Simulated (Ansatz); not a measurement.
**C2H9NSi (SMILES CN(C)[SiH3]) at B3LYP/6-31G(d) (Cartesian functions)**

Aim: the energy change on altering one bond length of C2H9NSi at B3LYP/6-31G* (Cartesian functions), from 2 runs. 

The results are computed with Ansatz 0.2.0.

71 further runs of the same task are left out: 71 set aside as unsound or not needed.

### 1 The structure to begin with

C2H9NSi has 13 atoms, charge 0, and is taken as a singlet. SMILES: `CN(C)[SiH3]`. The shape is that of a PBE0-D4/def2-TZVP optimisation.

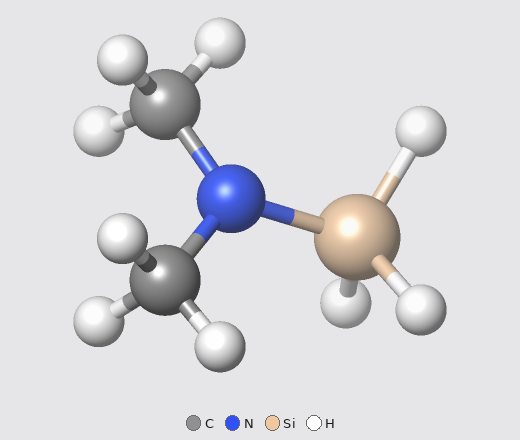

The structure, seen from a chosen angle (carbon grey, nitrogen blue, silicon light orange, hydrogen white).

### 2 The energy at B3LYP/6-31G(d) (Cartesian functions)

Input file molecule.yaml:

```yaml
crystal:
  periodic: [false, false, false]
  atoms:
    - symbol: C
      position_ang: [-0.853400, 1.051500, -0.567400]
    - symbol: "N"
      position_ang: [-0.064300, 0.101400, 0.176900]
    - symbol: C
      position_ang: [1.257300, 0.576800, 0.503700]
    - symbol: Si
      position_ang: [-0.404400, -1.580400, 0.101900]
    - symbol: H
      position_ang: [-0.416100, 1.292500, -1.548500]
    - symbol: H
      position_ang: [-0.947500, 1.991500, -0.009400]
    - symbol: H
      position_ang: [-1.860700, 0.663700, -0.735400]
    - symbol: H
      position_ang: [1.197400, 1.509100, 1.079000]
    - symbol: H
      position_ang: [1.870100, 0.778300, -0.388400]
    - symbol: H
      position_ang: [1.787100, -0.156700, 1.115700]
    - symbol: H
      position_ang: [0.068700, -2.275300, -1.137100]
    - symbol: H
      position_ang: [-1.879700, -1.752300, 0.167000]
    - symbol: H
      position_ang: [0.265600, -2.234700, 1.256700]
basis:
  gaussian: {orbitals: "6-31G*"}
hamiltonian: {xc: {name: B3LYP}}
accuracy: high
output: {orbitals: {seedname: orbitals}}
```

Command:

```sh
$ ansatz run molecule.yaml --threads 1 --pin off --max-ram 2610MiB --events-out events.jsonl --progress --plain --runs-dir runs
```

The log of the run:

```text
Warning: RAYON_NUM_THREADS=1 ignored (pool sized by the plan → 1); use --threads N
Functional definition: B3LYP
  name "B3LYP"
  parameter a0 = 0.2
  parameter ax = 0.72
  parameter ac = 0.81
  exchange = (1 - a0 - ax)*slater_x + ax*b88_x + a0*exact_x
  correlation = (1 - ac)*vwn_rpa_c + ac*lyp_c
2015 factors; integrals over basis functions are off by at most 3.9e-9 eV
mean field evaluation 1: about -11581.9235 eV, gradient 5.3e1 eV
mean field evaluation 2: about -11572.4570 eV, gradient 8.3e1 eV
mean field evaluation 4: about -11588.3844 eV, gradient 3.8e0 eV
mean field evaluation 8: about -11588.6153 eV, gradient 1.5e-1 eV
mean field evaluation 16: about -11588.6154 eV, gradient 8.1e-6 eV
mean field -11588.61536570 eV, -425.8737596439 hartree, gradient 5.8e-8 eV, S^2 0.000000; 0 other end points of the search recorded, 0 dependent functions left out
reference -11588.61540791 eV, -425.8737611951 hartree; 21, 21 occupied and 61, 61 virtual orbitals, 2015 factors
Total energy: -11588.61540791 eV, -425.8737611951 hartree
```

It took 9.6 s on 1 thread of Arm Neoverse V1, shared host; peak memory 0.27 GiB.

### 3 The distorted shape, same level

Input file input.yaml:

```yaml
crystal:
  periodic: [false, false, false]
  atoms:
    - {symbol: C, position_ang: [-1.159777, 0.950758, -0.121384]}
    - {symbol: N, position_ang: [-0.370677, 0.000658, 0.622916]}
    - {symbol: C, position_ang: [0.950923, 0.476058, 0.949716]}
    - {symbol: Si, position_ang: [-0.710777, -1.681142, 0.547916]}
    - {symbol: H, position_ang: [-0.722477, 1.191758, -1.102484]}
    - {symbol: H, position_ang: [-1.253877, 1.890758, 0.436616]}
    - {symbol: H, position_ang: [-2.167077, 0.562958, -0.289384]}
    - {symbol: H, position_ang: [0.891023, 1.408358, 1.525016]}
    - {symbol: H, position_ang: [1.870100, 0.778300, -0.388400]}
    - {symbol: H, position_ang: [1.480723, -0.257442, 1.561716]}
    - {symbol: H, position_ang: [-0.237677, -2.376042, -0.691084]}
    - {symbol: H, position_ang: [-2.186077, -1.853042, 0.613016]}
    - {symbol: H, position_ang: [-0.040777, -2.335442, 1.702716]}
basis:
  gaussian: {orbitals: "6-31G*"}
output: {orbitals: {seedname: orbitals}}
hamiltonian: {xc: {name: B3LYP}}
accuracy: high
```

Command:

```sh
$ ansatz run input.yaml --threads 1 --pin off --max-ram 2610MiB --events-out events.jsonl --progress --plain --runs-dir runs
```

The log of the run, shortened:

```text
Warning: RAYON_NUM_THREADS=1 ignored (pool sized by the plan → 1); use --threads N
[... 7 set-up lines as earlier in the session ...]
2018 factors; integrals over basis functions are off by at most 3.8e-9 eV
mean field evaluation 1: about -11580.0683 eV, gradient 5.3e1 eV
mean field evaluation 2: about -11567.7367 eV, gradient 8.7e1 eV
mean field evaluation 4: about -11586.5884 eV, gradient 4.9e0 eV
mean field evaluation 8: about -11586.8294 eV, gradient 4.8e-1 eV
mean field evaluation 16: about -11586.8300 eV, gradient 2.5e-5 eV
mean field -11586.83003034 eV, -425.8081497795 hartree, gradient 4.0e-8 eV, S^2 0.000000; 0 other end points of the search recorded, 0 dependent functions left out
reference -11586.83007322 eV, -425.8081513554 hartree; 21, 21 occupied and 61, 61 virtual orbitals, 2018 factors
Total energy: -11586.83007322 eV, -425.8081513554 hartree
```

It took 9.6 s on 1 thread of Arm Neoverse V1, shared host; peak memory 0.25 GiB.

### 4 Summary of results

At B3LYP/6-31G* (Cartesian functions):

```
                                                         quantity          value
                                        first shape: total energy  -425.87376 Eh
                                         first shape: HOMO energy       -5.91 eV
                                         first shape: LUMO energy        0.91 eV
                                       first shape: HOMO–LUMO gap        6.82 eV
                                    distorted shape: total energy  -425.80815 Eh
                                     distorted shape: HOMO energy       -6.08 eV
                                     distorted shape: LUMO energy        0.24 eV
                                   distorted shape: HOMO–LUMO gap        6.33 eV
energy change with the C3–H9 bond stretched from 1.101 to 1.651 Å       1.785 eV
```

**Reading.** With the C3–H9 bond stretched from 1.101 to 1.651 Å the energy rises by 1.79 eV (41 kcal/mol). The first shape isn't relaxed at this level, so the change isn't measured from a minimum.
